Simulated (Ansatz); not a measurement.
# ClH$_{3}$OSi···H$_{2}$O: what the fields show

Input

```
crystal:
  periodic: [false, false, false]
  atoms:
    - { symbol: Si, position_ang: [-0.6753, -0.2424, -0.3278] }
    - { symbol: O, position_ang: [0.5538, -0.7631, 1.2506] }
    - { symbol: H, position_ang: [-0.8383, -1.6678, -0.6027] }
    - { symbol: H, position_ang: [-1.9523, 0.3175, 0.0579] }
    - { symbol: O, position_ang: [0.1804, 0.1101, -1.6456] }
    - { symbol: H, position_ang: [0.7238, 0.4719, 1.4856] }
    - { symbol: Cl, position_ang: [0.1102, 1.9005, 0.679] }
    - { symbol: H, position_ang: [1.3809, -1.1161, 0.9213] }
    - { symbol: H, position_ang: [0.5167, 0.9894, -1.8182] }
magnetization:
  spin_polarized: true
basis:
  gaussian: { orbitals: def2-SVP }
hamiltonian:
  xc: pbe0
relax:
  f_tol: 0.15
  max_steps: 25
  restrain:
    - { distance: [0, 6], at: 2.13, k: 30.0 }
    - { distance: [5, 1], at: 0.97, k: 30.0 }
    - { distance: [0, 1], at: 3.07, k: 30.0 }
    - { distance: [5, 6], at: 2.63, k: 30.0 }
output:
  orbitals: {}
```

Launched as:

```sh
ansatz run input.yaml --threads 2 --pin off --max-ram 3072MiB --backend cpu --events-out ev --progress --plain --runs-dir out
```

The fields are those of the run's last geometry, not of the input's.

Not at a stationary point (largest force 0.5 eV/Å).

Computed with UKS PBE0/def2-SVP in Ansatz.

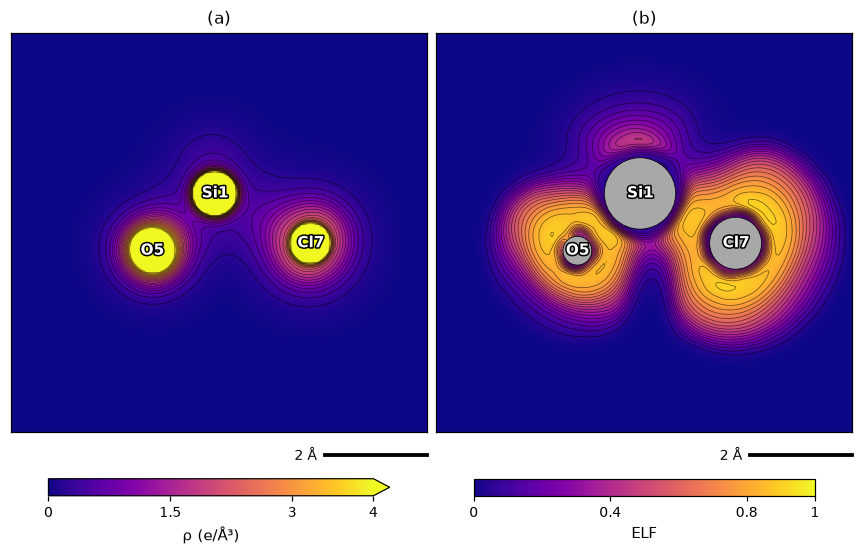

Figure 1. (a) electron density; (b) ELF on the plane of atoms O5, Si1 and Cl7. Grey discs cover the atomic cores in the ELF map.

Question: Describe what can be read from this map.

Answer: The plane passes through Si, O and Cl nuclei.
Si–O (1.66 Å): ρ is about 1.1 e/Å³ halfway; the ELF peaks at about 0.90 between the atoms: a shared but strongly polarised pair.
Si–Cl (2.11 Å): ρ is about 0.78 e/Å³ halfway; the ELF peaks at about 0.90 between the atoms (a shared but strongly polarised pair).
The ELF also peaks beside Cl7 and O5, away from the bonds: lone-pair regions.

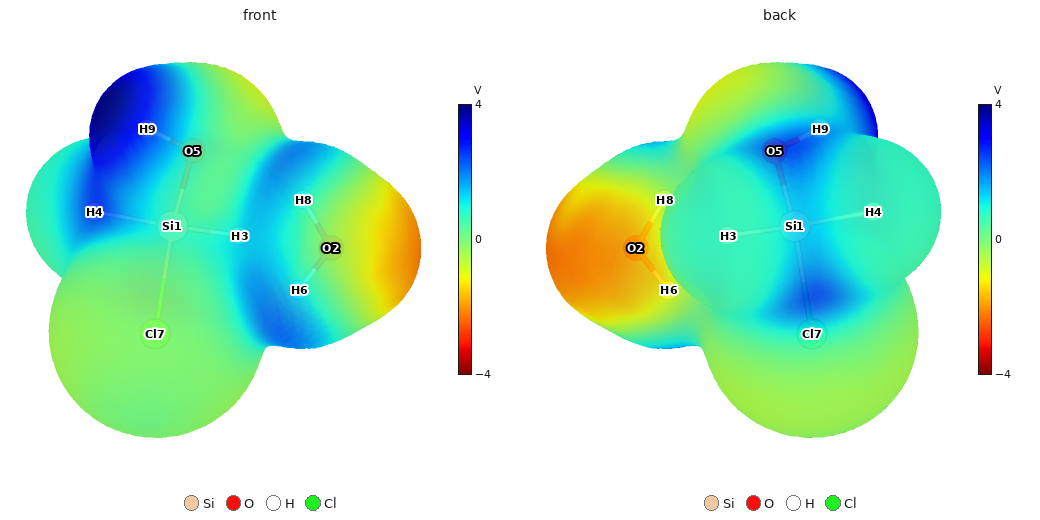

Figure 2. The molecular electrostatic potential painted on the density surface at 0.004 e/bohr³, seen from the front and from behind; the colour scale runs from red (negative) to blue (positive).

Question: Describe the electrostatic potential map.

Answer: The most negative region (about −2.2 V) lies over O2, the most positive (about +3.9 V) over H9. O2 is the likeliest acceptor of a hydrogen bond.

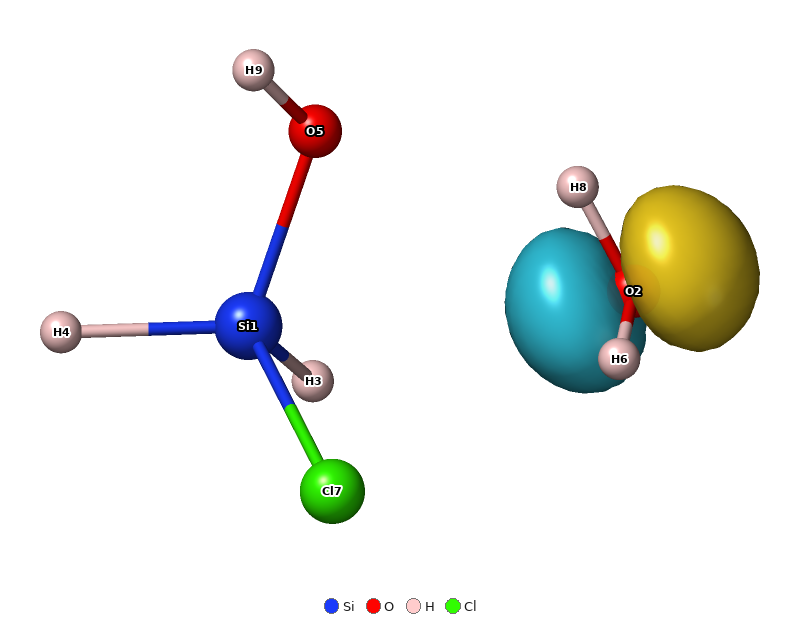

Figure 3. The HOMO at ±0.3 Å⁻³ᐟ² (yellow and cyan are the two phases), seen across its widest extent.

Question: Where does this orbital lie, and at what energy?

Answer: By Hirshfeld shares it lies mainly on O2 (about 80 %); largely a lone pair of O2. Its energy is −8.21 eV.
